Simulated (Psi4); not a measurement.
# [S2]−: a chain of runs

We compute a geometry optimisation (UCAM-B3LYP/def2-SVP), then vibrational wavenumbers, then the energy (UCCSD(T)/cc-pVDZ), then the excited states (TD-CAM-B3LYP/def2-SVP) of [S2]−. 

The results are computed with Psi4 1.11.

**1. The system as given**

The species is [S2]− (2 atoms), meant as a doublet with charge -1. The coordinates come from a GFN2-xTB relaxation. The run starts from this shape.

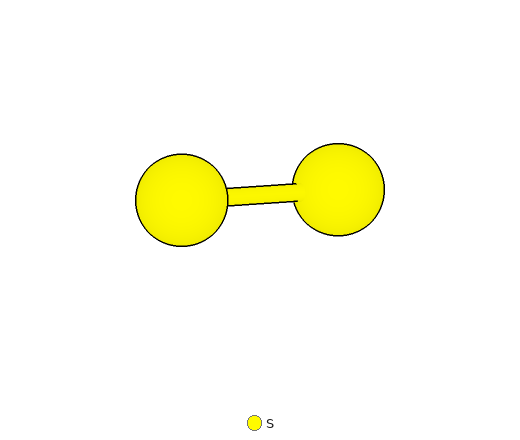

The structure, seen from a chosen angle (sulfur yellow).

**2. A structure relaxation at UCAM-B3LYP/def2-SVP (density fitting) (run 1)**

File input.dat:

```
memory 1600 mb

molecule system {
  -1 2
  S
  S 1 1.977451
}

set globals {
  reference uks
  geom_maxiter 60
}

e_tot, wfn = optimize('cam-b3lyp/def2-SVP', return_wfn=True)
```

Command:

```
$ psi4 -i input.dat -o output.dat -n 1
```

output.dat:

```text
[...]
  Running in d2h symmetry.
[...]
  Nuclear repulsion =   68.507065880024342
[...]
  Multiplicity = 2
[...]
  Nalpha       = 17
  Nbeta        = 16
[...]
    Number of basis functions: 36
[...]
   @DF-UKS iter   1:  -796.11474709066124   -3.62334e-01   1.95218e-02 DIIS/ADIIS
[...]
   @DF-UKS iter   6:  -796.16722233657606   -1.13687e-13   1.35587e-09 DIIS
[...]
   @S^2 Observed:                7.528931253E-01
[...]
  @DF-UKS Final Energy:  -796.16722233657606
   => Energetics <=
    Nuclear Repulsion Energy =             67.0949581107298343
    One-Electron Energy =               -1242.4266669292644565
    Two-Electron Energy =                 418.6268498391049206
    DFT Exchange-Correlation Energy =     -39.4623633571462662
    Empirical Dispersion Energy =           0.0000000000000000
    VV10 Nonlocal Energy =                  0.0000000000000000
    Total Energy =                       -796.1672223365760601
[...]
  -Total Gradient:
     Atom            X                  Y                   Z
    ------   -----------------  -----------------  -----------------
       1        0.000000000000     0.000000000000     0.000054724823
       2        0.000000000000     0.000000000000    -0.000054724823
[...]
    Final optimized geometry and variables:
    Molecular point group: d2h
    Full point group: D_inf_h
    Geometry (in Angstrom), charge = -1, multiplicity = 2:
    S
    S             1    2.019069
    Psi4 run time: 0:00:10.16
[...]
```

The script printed:

```text
Optimizer: Optimization complete!
```

Wall time 12 s (1 thread of Intel Xeon Platinum 8375C at 2.90GHz (Ice Lake), shared host); peak memory 0.27 GiB.

Steps, from the record of the run:

| step | energy from the first frame kept (eV) | largest force (eV/Å) |
| --- | --- | --- |
| 0 | 0.0000 | 0.9953 |
| 1 | -0.0178 | 0.3206 |
| 2 | -0.0200 | 0.0295 |
| 3 | -0.0201 | 0.0028 |

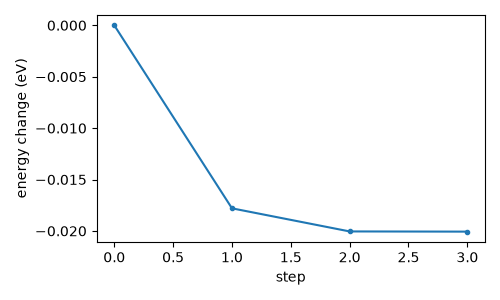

Energy along the run.

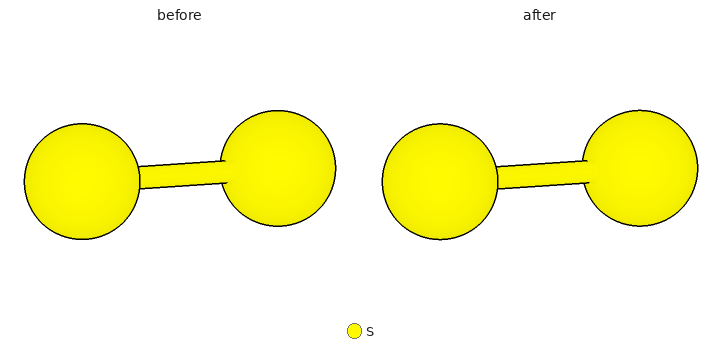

Before and after, at one scale.

After the run. Bond lengths: S1–S2 2.019 Å.

**3. The harmonic vibrations at UCAM-B3LYP/def2-SVP (density fitting) (run 2)**

File input.dat:

```
memory 1600 MB

molecule {
  -1 2
  S      0.692831    -0.588541    -0.439050
  S     -0.692831     0.588541     0.439050
  symmetry c1
}

set {
  basis                      def2-SVP
  reference                  uks
  t                          400.0
  rotational_symmetry_number 2
}

energy_value, wavefunction = frequency('cam-b3lyp', return_wfn=True)
```

Command:

```
$ psi4 -n 1 input.dat output.dat
```

output.dat:

```text
[...]
  Running in c1 symmetry.
[...]
  Nuclear repulsion =   67.094956168491052
[...]
  Multiplicity = 2
[...]
  Nalpha       = 17
  Nbeta        = 16
[...]
    Number of basis functions: 36
[...]
   @DF-UKS iter   1:  -796.11670852731856   -4.18081e-01   8.09926e-03 DIIS/ADIIS
[...]
   @DF-UKS iter   9:  -796.16722234426356   -3.52429e-12   3.72639e-09 DIIS
[...]
   @S^2 Observed:                7.528931251E-01
[...]
  @DF-UKS Final Energy:  -796.16722234426356
   => Energetics <=
    Nuclear Repulsion Energy =             67.0949525647058920
    One-Electron Energy =               -1242.4266560360892981
    Two-Electron Energy =                 418.6268444481627853
    DFT Exchange-Correlation Energy =     -39.4623633210428153
    Empirical Dispersion Energy =           0.0000000000000000
    VV10 Nonlocal Energy =                  0.0000000000000000
    Total Energy =                       -796.1672223442635641
[...]
  -Total Gradient:
     Atom            X                  Y                   Z
    ------   -----------------  -----------------  -----------------
       1       -0.000054657906    -0.000000000000    -0.000000017914
       2        0.000054657906     0.000000000000     0.000000017914
[...]
  ==> Harmonic Vibrational Analysis <==
[...]
  Freq [cm^-1]                 605.7654
[...]
  IR activ [km/mol]             0.0000
[...]
  Total E_0, Enthalpy at 0 [K]                                                         -796.16584230 [Eh]
[...]
  Total H, Enthalpy at  400.00 [K]                                                     -796.16105656 [Eh]
[...]
  Total G, Gibbs energy at  400.00 [K]                                                 -796.19706801 [Eh]
[...]
```

On the terminal:

```text
Warning: used thermodynamics relations inappropriate for low-frequency modes: ['605.7654']
```

Wall time 21 s (1 thread of Intel Xeon Platinum 8375C at 2.90GHz (Ice Lake), shared host); peak memory 0.27 GiB.

**4. The energy at UCCSD(T)/cc-pVDZ (run 3)**

File s2.xyz:

```xyz
2
S2
S      0.692831    -0.588541    -0.439050
S     -0.692831     0.588541     0.439050
```

File job.py:

```python
import psi4

psi4.set_memory(1600000000)
psi4.set_num_threads(1)
psi4.set_output_file('psi4.out', False)

with open('s2.xyz') as f:
    atoms = ''.join(f.readlines()[2:])
m = psi4.geometry('-1 2\n' + atoms + 'symmetry c1')

psi4.set_options(dict(basis='cc-pVDZ', reference='uhf', scf_type='pk', freeze_core=True))

e = psi4.energy('ccsd(t)')
print(f'ccsd(t) energy: {e:.10f} Eh')
for k, v in sorted(psi4.core.scalar_variables().items()):
    print(f'{k:45s} {v:18.10f}')
```

Command:

```
$ python job.py
```

psi4.out:

```text
[...]
  Running in c1 symmetry.
[...]
  Nuclear repulsion =   67.094956168491052
[...]
  Multiplicity = 2
[...]
  Nalpha       = 17
  Nbeta        = 16
[...]
    Number of basis functions: 36
[...]
   @UHF iter   1:  -795.05430708147242   -5.90687e-01   5.15913e-03 ADIIS/DIIS
[...]
   @UHF iter  11:  -795.08182651506161   -1.13687e-13   2.59030e-09 DIIS
[...]
   @S^2 Observed:                7.646127854E-01
[...]
  @UHF Final Energy:  -795.08182651506161
   => Energetics <=
    Nuclear Repulsion Energy =             67.0949561684910520
    One-Electron Energy =               -1241.9091645995115414
    Two-Electron Energy =                 379.7323819159587970
    Total Energy =                       -795.0818265150617208
  UHF NO Occupations:
  HONO-2 :   15  A 1.9983987
  HONO-1 :   16  A 1.9954039
[...]
 Multipole Moments:
 ------------------------------------------------------------------------------------
     Multipole            Electronic (a.u.)      Nuclear  (a.u.)        Total (a.u.)
 ------------------------------------------------------------------------------------
 L = 1.  Multiply by 2.5417464519 to convert [e a0] to [Debye]
 Dipole X            :          0.0000000            0.0000000            0.0000000
 Dipole Y            :          0.0000000            0.0000000            0.0000000
 Dipole Z            :         -0.0000000            0.0000000           -0.0000000
 Magnitude           :                                                    0.0000000
[...]
      * MP2 total energy                      = -795.327434041082483
[...]
      * CCSD total energy                     = -795.350679788990988
[...]
      * CCSD(T) total energy                     = -795.358692463455668
```

Wall time 8.7 s (1 thread of Intel Xeon Platinum 8375C at 2.90GHz (Ice Lake), shared host); peak memory 0.27 GiB.

**5. The vertical excitations at TD-CAM-B3LYP/def2-SVP (density fitting, save jk yes) (run 4)**

File calc.in:

```
memory 1600 MB

molecule m {
  -1 2
  S      1.30926084    -1.11218130    -0.82968426
  S     -1.30926084     1.11218130     0.82968426
  units au
  symmetry c1
}

set globals {
  basis     def2-SVP
  reference uks
  save_jk   true
}

from psi4.driver.procrouting.response.scf_response import tdscf_excitations
e, wfn = energy('cam-b3lyp', return_wfn=True)
states = tdscf_excitations(wfn, states=4, tda=False)
```

Command:

```
$ psi4 -n 1 calc.in calc.out
```

calc.out:

```text
Psi4 1.11 release

   => Loading Basis Set <=

    Name: DEF2-SVP
    Role: ORBITAL
    Keyword: BASIS

         ---------------------------------------------------------
                                   SCF
                              UKS Reference
                        1 Threads,   1525 MiB Core
         ---------------------------------------------------------

  ==> Geometry <==

    Molecular point group: c1
    Full point group: D_inf_h

    Geometry (in Bohr), charge = -1, multiplicity = 2:

[... 145 lines left out ...]
                           Total Energy        Delta E     RMS |[F,P]|
[... 7 lines left out ...]
   @DF-UKS iter   6:  -796.16722232851760   -1.97301e-07   1.29304e-06 DIIS
[... 14 lines left out ...]
   @S   Observed:                5.000000000E-01
[... 57 lines left out ...]
    Empirical Dispersion Energy =           0.0000000000000000
[... 73 lines left out ...]
RuntimeError: The H2 matrix is not Positive Definite. This means the reference state is not stable.
[... 9 lines left out ...]
!----------------------------------------------------------------------------------!
!                                                                                  !
!  The H2 matrix is not Positive Definite. This means the reference state is not   !
!     stable.                                                                      !
!                                                                                  !
!----------------------------------------------------------------------------------!

    Psi4 run time: 0:00:03.17
```

It took 5.1 s on 1 thread of Intel Xeon Platinum 8375C at 2.90GHz (Ice Lake), shared host; peak memory 0.24 GiB.

The program stopped with an error.

**6. What came out**

| quantity | value |
| --- | --- |
| run 1, UCAM-B3LYP/def2-SVP: total energy at the end | -796.16722 Eh |
| run 1, UCAM-B3LYP/def2-SVP: HOMO energy (highest over α and β) | 0.24 eV |
| run 1, UCAM-B3LYP/def2-SVP: LUMO energy (lowest over α and β) | 4.79 eV |
| run 1, UCAM-B3LYP/def2-SVP: bond length | 2.019 Å |
| run 1, UCAM-B3LYP/def2-SVP: ⟨S²⟩ | 0.753 |
| run 2, UCAM-B3LYP/def2-SVP: harmonic wavenumber | 606 cm⁻¹ |
| run 2, UCAM-B3LYP/def2-SVP: zero-point energy | 3.6 kJ/mol |
| run 2, UCAM-B3LYP/def2-SVP: ideal-gas entropy at 400 K (symmetry number 2 as used) | 56.5 cal/(mol K) |
| run 3, UCCSD(T)/cc-pVDZ: total energy | -795.35869 Eh |
| run 3, UCCSD(T)/cc-pVDZ: HOMO energy (Hartree–Fock orbitals) (highest over α and β) | -1.54 eV |
| run 3, UCCSD(T)/cc-pVDZ: LUMO energy (Hartree–Fock orbitals) (lowest over α and β) | 6.83 eV |
| run 3, UCCSD(T)/cc-pVDZ: correlation energy (10 core orbitals frozen) | -276.9 mEh |
| run 3, UCCSD(T)/cc-pVDZ: (T) correction | -8.01 mEh |
| run 3, UCCSD(T)/cc-pVDZ: ⟨S²⟩ of the reference determinant | 0.765 |
| run 3, UCCSD(T)/cc-pVDZ: T1 diagnostic | 0.015 |
| run 4, TD-CAM-B3LYP/def2-SVP | no result (crashed) |

In words: The optimisation (run 1, UCAM-B3LYP/def2-SVP) took 4 steps and changed the energy by -0.020 eV. The HOMO (run 1, UCAM-B3LYP/def2-SVP) lies at positive energy, 0.24 eV; only total energies tell whether the electron is bound. The one mode (run 2, UCAM-B3LYP/def2-SVP) is real, so the shape is a minimum at this level. The triples (run 3, UCCSD(T)/cc-pVDZ) make up 2.9 % of the correlation energy. 1 of the 4 runs did not end normally.
